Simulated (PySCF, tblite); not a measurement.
# ZrF6 (-2): geometry, vibrations, single-point energies

Wanted: geometry, vibrations, single-point energies for ZrF6 (-2) (`[F][Zr-2]([F])([F])([F])([F])[F]`).

Programs: tblite 0.8.0 and PySCF 2.14.0, with routines of our own; each step states its level. All values are computed. Atoms count from 0.

3 further runs of the same task are left out: 3 for a known fault of the program.

### 1 The system as given

7 atoms, charge -2, multiplicity 1; geometry from: start built from the parent or by distance geometry.

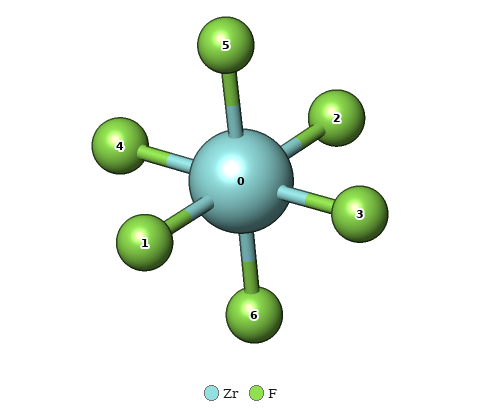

The starting geometry (zirconium light teal, fluorine green); sticks join atoms by distance alone.

### 2 Optimising the geometry with GFN2-xTB

Job settings and geometry (Å):

```
{"job": {"kind": "relax", "xc": "GFN2-xTB", "basis": "xTB"}, "charge": -2, "multiplicity": 1}
Zr     0.016000    -0.005800    -0.004900
F     -0.028000    -0.000200     1.940500
F      0.034600     0.000900    -1.959400
F      1.960800     0.019200    -0.005400
F     -1.965800    -0.008900    -0.004600
F     -0.016200     1.961900    -0.000200
F      0.005200    -1.957400    -0.020100
```

Command:

```sh
$ OMP_NUM_THREADS=1 python redox_run.py task.json out
```

The driver reads the jobs from task.json and runs them one after another.

The program printed:

```text
step      E/eV     max force
  0    -844.40596    0.455
  1    -844.41749    0.351
  2    -844.43659    0.200
  3    -844.43839    0.192
  4    -844.43985    0.083
  5    -844.44012    0.036
  6    -844.44022    0.031
  7    -844.44034    0.046
  8    -844.44051    0.055
  9    -844.44064    0.035
 10    -844.44067    0.010
 11    -844.44068    0.005
```

It took 0.05 s on 1 thread of Arm Neoverse V1, shared host.

Step by step:

```csv
step,energy from step 0 (eV),largest force (eV/Å)
0,0.0000,0.4553
1,-0.0115,0.3509
2,-0.0306,0.2002
3,-0.0324,0.1920
4,-0.0339,0.0826
5,-0.0342,0.0359
6,-0.0343,0.0311
7,-0.0344,0.0461
8,-0.0345,0.0548
9,-0.0347,0.0346
10,-0.0347,0.0101
11,-0.0347,0.0054
```

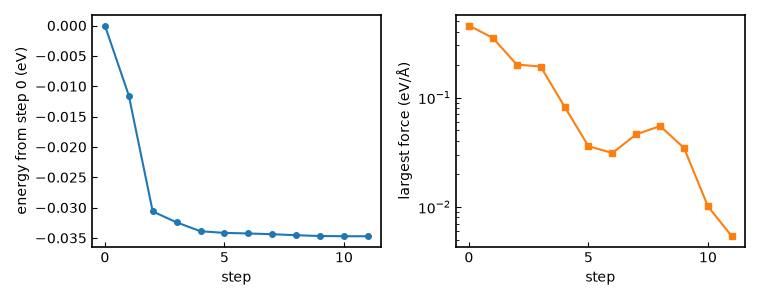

Energy and force, step by step.

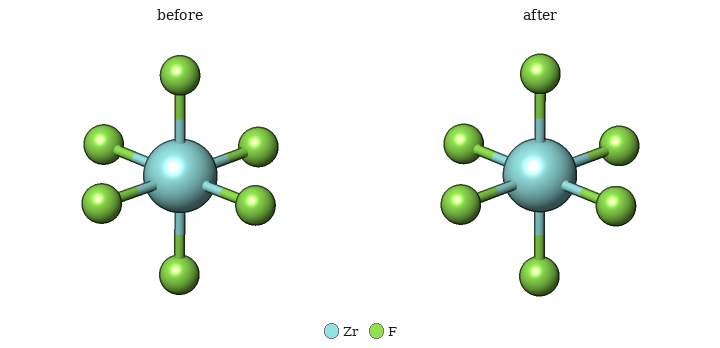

Before and after, at one scale.

Close pairs (by a distance rule), those that changed most:

```csv
bond,before (Å),after (Å),change (Å)
Zr0–F1,1.946,1.988,+0.042
Zr0–F3,1.945,1.986,+0.041
Zr0–F6,1.952,1.987,+0.035
Zr0–F2,1.955,1.988,+0.033
Zr0–F5,1.968,1.987,+0.019
Zr0–F4,1.982,1.986,+0.005
```

The end geometry stands in the next job.

### 3 Infrared spectrum with GFN2-xTB

Job settings and geometry (Å):

```
{"job": {"kind": "ir", "xc": "GFN2-xTB", "basis": "xTB"}, "charge": -2, "multiplicity": 1}
Zr     0.000845     0.001480    -0.007722
F     -0.011875    -0.005482     1.979833
F      0.019652     0.005089    -1.995216
F      1.987004     0.015376     0.009546
F     -1.985409    -0.009628    -0.021736
F     -0.014262     1.988195    -0.004203
F      0.010713    -1.985221    -0.014646
```

The program printed:

```text
mode    cm-1     km/mol
  1     106.2      0.00
  2     106.3      0.00
  3     106.4      0.00
  4     216.7     90.02
  5     216.8     90.21
  6     216.8     90.55
  7     219.7      0.16
  8     219.7      0.32
  9     219.7      0.20
 10     315.7      0.00
 11     316.3      0.00
 12     381.6      0.00
 13     388.5    242.81
 14     389.4    242.64
 15     389.9    242.53
ZPE 22.787  H(298)-E 52.270  G(298)-E -62.537 kJ/mol  S 385.06 J/(mol K)
```

Wall time 0.16 s (1 thread of Arm Neoverse V1, shared host).

The strongest bands and the atoms that carry them (share of the mass-weighted mode):

```csv
cm⁻¹,km/mol,atoms
217,90.0,"Zr0 21 %, F4 17 %, F5 16 %, F6 15 %"
217,90.5,"Zr0 21 %, F2 16 %, F6 15 %, F5 15 %"
217,90.2,"Zr0 21 %, F3 17 %, F1 17 %, F2 14 %"
220,0.3,"F3 27 %, F1 26 %, F2 24 %, F4 23 %"
220,0.2,"F4 27 %, F5 26 %, F6 24 %, F3 23 %"
388,242.8,"Zr0 35 %, F2 32 %, F1 32 %"
389,242.6,"Zr0 35 %, F6 32 %, F5 32 %"
390,242.5,"Zr0 35 %, F3 32 %, F4 32 %"
```

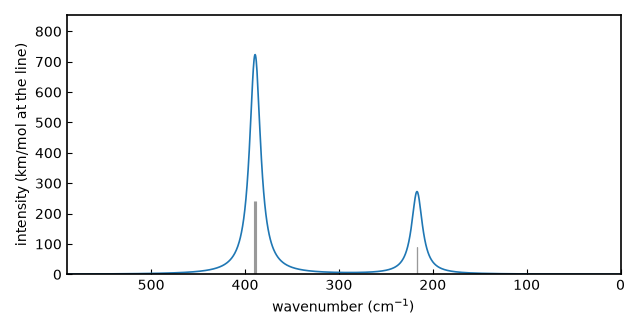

The infrared spectrum from these modes, unscaled. Lines are broadened to a width of 14 cm⁻¹ (Lorentzian).

### 4 Relaxing the molecule at BP86-D3(BJ)/ma-def2-SVP

The job, as its differences from that of step 3:

```diff
@@ -1,2 +1,2 @@
-{"job": {"kind": "ir", "xc": "GFN2-xTB", "basis": "xTB"}, "charge": -2, "multiplicity": 1}
+{"job": {"xc": "BP86", "basis": "ma-def2-SVP", "d3": "d3bj", "grid": 1, "kind": "geom"}, "charge": -2, "multiplicity": 1}
 Zr     0.000845     0.001480    -0.007722
```

The program printed:

```text
step   0  E = -646.21439723  max force = 0.028698
step   1  E = -646.22124092  max force = 0.013405
step   2  E = -646.22447697  max force = 0.002462
step   3  E = -646.22460145  max force = 0.000378
step   4  E = -646.22464178  max force = 0.000573
step   5  E = -646.22469197  max force = 0.000343
step   6  E = -646.20189926  max force = 0.027812
step   7  E = -646.21873154  max force = 0.017488
step   8  E = -646.22361866  max force = 0.009580
step   9  E = -646.22484450  max force = 0.004991
step  10  E = -646.22490649  max force = 0.001948
step  11  E = -646.22477754  max force = 0.000537
step  12  E = -646.22488572  max force = 0.000974
step  13  E = -646.22489215  max force = 0.000704
step  14  E = -646.22489831  max force = 0.000521
step  15  E = -646.22490066  max force = 0.000466
optimisation converged
```

It took 2.6 min on 1 thread of Arm Neoverse V1, shared host.

Relaxation path: (the energy doesn't fall at every step)

```csv
step,energy from step 0 (eV),largest force component (eV/Å)
0,0.0000,1.4757
1,-0.1862,0.6893
2,-0.2743,0.1266
3,-0.2777,0.0194
4,-0.2788,0.0295
5,-0.2801,0.0176
6,0.3401,1.4302
7,-0.1179,0.8993
8,-0.2509,0.4926
9,-0.2843,0.2566
10,-0.2860,0.1002
11,-0.2825,0.0276
12,-0.2854,0.0501
13,-0.2856,0.0362
14,-0.2857,0.0268
15,-0.2858,0.0240
```

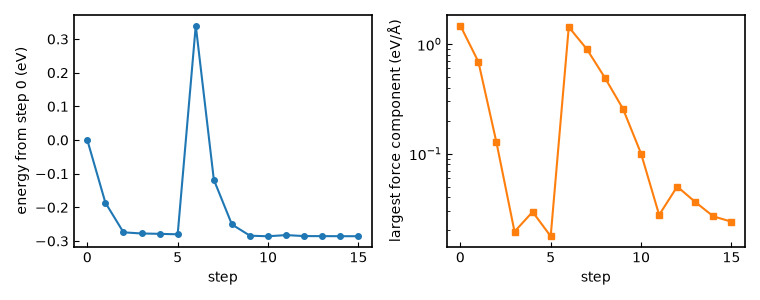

Energy and force, step by step.

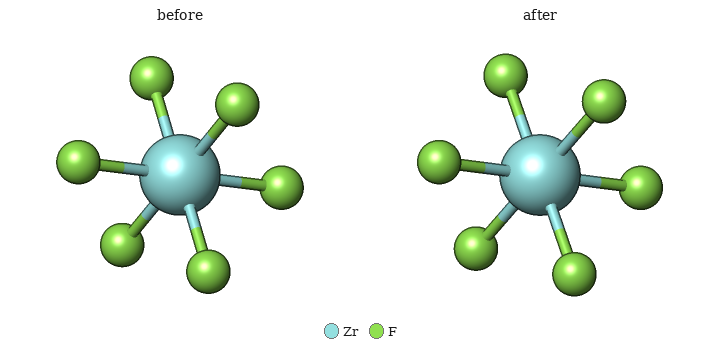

The geometry before (left) and after (right).

Distances of close pairs at the start and the end, largest changes first:

```csv
bond,before (Å),after (Å),change (Å)
Zr0–F3,1.986,2.054,+0.068
Zr0–F4,1.986,2.054,+0.068
Zr0–F6,1.987,2.054,+0.067
Zr0–F5,1.987,2.054,+0.067
Zr0–F2,1.988,2.054,+0.067
Zr0–F1,1.988,2.054,+0.067
```

The end geometry stands in the next job.

```csv
at the end point,value
point group (found at 0.08 Å tolerance),Oh
"rotational constants (GHz, main isotopes)","1.577, 1.576, 1.575"
```

### 5 Single point (ZrF₆ (-2)): B3LYP-D3(BJ)/ma-def2-SVP

Geometry: BP86-D3(BJ)/ma-def2-SVP.

Job settings and geometry (Å):

```
{"job": {"kind": "sp", "xc": "B3LYP", "basis": "ma-def2-SVP", "d3": "d3bj", "grid": 2}, "charge": -2, "multiplicity": 1}
Zr     0.000974     0.001428    -0.007733
F     -0.115665    -0.041220     2.042694
F      0.117806     0.044073    -2.058155
F      2.050066     0.093304     0.109469
F     -2.048112    -0.090629    -0.124860
F     -0.094223     2.052855     0.029647
F      0.095815    -2.050011    -0.045208
```

The program printed:

```text
coarse grid: 40008 points
cycle   1  E = -645.8746805382  dE = -6.561e+00  |g| = 1.213e+00  |ddm| = 4.956e+00
cycle   2  E = -645.6461697238  dE =  2.285e-01  |g| = 1.799e+00  |ddm| = 3.310e+00
cycle   3  E = -646.1658310014  dE = -5.197e-01  |g| = 2.810e-01  |ddm| = 1.359e+00
cycle   4  E = -646.1834557798  dE = -1.762e-02  |g| = 1.999e-02  |ddm| = 4.506e-01
cycle   5  E = -646.1835454507  dE = -8.967e-05  |g| = 3.443e-03  |ddm| = 4.375e-02
cycle   6  E = -646.1835473518  dE = -1.901e-06  |g| = 4.052e-04  |ddm| = 4.579e-03
final grid: 84032 points
cycle   7  E = -646.1837030601  dE = -2.715e-07  |g| = 4.723e-04  |ddm| = 2.850e-03
cycle   8  E = -646.1837030133  dE =  4.683e-08  |g| = 7.232e-04  |ddm| = 6.960e-04
cycle   9  E = -646.1837030939  dE = -8.059e-08  |g| = 9.096e-05  |ddm| = 4.005e-04
cycle  10  E = -646.1837030958  dE = -1.876e-09  |g| = 1.242e-05  |ddm| = 1.668e-04
converged SCF energy = -646.1837030958
```

Run time: 5.2 s. Hardware: 1 thread of Arm Neoverse V1, shared host.

### 6 Single point (ZrF6− (doublet)): B3LYP-D3(BJ)/ma-def2-SVP

Geometry: BP86-D3(BJ)/ma-def2-SVP, that of another charge or spin state.

The job, as its differences from that of step 5:

```diff
@@ -1,2 +1,2 @@
-{"job": {"kind": "sp", "xc": "B3LYP", "basis": "ma-def2-SVP", "d3": "d3bj", "grid": 2}, "charge": -2, "multiplicity": 1}
+{"job": {"kind": "sp", "xc": "B3LYP", "basis": "ma-def2-SVP", "d3": "d3bj", "grid": 2}, "charge": -1, "multiplicity": 2}
 Zr     0.000974     0.001428    -0.007733
```

The program printed:

```text
final grid: 84032 points
cycle   1  E = -646.0842131473  dE =  2.380e-05  |g| = 8.271e-03  |ddm| = 8.645e-03
cycle   2  E = -646.0839332667  dE =  2.799e-04  |g| = 2.822e-02  |ddm| = 2.943e-02
cycle   3  E = -646.0842379382  dE = -3.047e-04  |g| = 2.024e-03  |ddm| = 2.281e-02
cycle   4  E = -646.0842396359  dE = -1.698e-06  |g| = 1.417e-04  |ddm| = 1.841e-03
cycle   5  E = -646.0842396435  dE = -7.667e-09  |g| = 1.630e-04  |ddm| = 2.587e-04
cycle   6  E = -646.0842396644  dE = -2.084e-08  |g| = 1.140e-04  |ddm| = 2.995e-04
cycle   7  E = -646.0842396814  dE = -1.704e-08  |g| = 1.087e-04  |ddm| = 3.179e-04
cycle   8  E = -646.0842397083  dE = -2.693e-08  |g| = 9.020e-05  |ddm| = 5.431e-04
cycle   9  E = -646.0842397517  dE = -4.338e-08  |g| = 7.111e-05  |ddm| = 1.193e-03
cycle  10  E = -646.0842397810  dE = -2.926e-08  |g| = 2.414e-05  |ddm| = 1.696e-03
cycle  11  E = -646.0842397815  dE = -4.991e-10  |g| = 2.918e-05  |ddm| = 6.198e-04
converged SCF energy = -646.0842397815
```

It took 3.2 min on 1 thread of Arm Neoverse V1, shared host; peak memory 0.7 GiB.

[end of part 1 of 2]
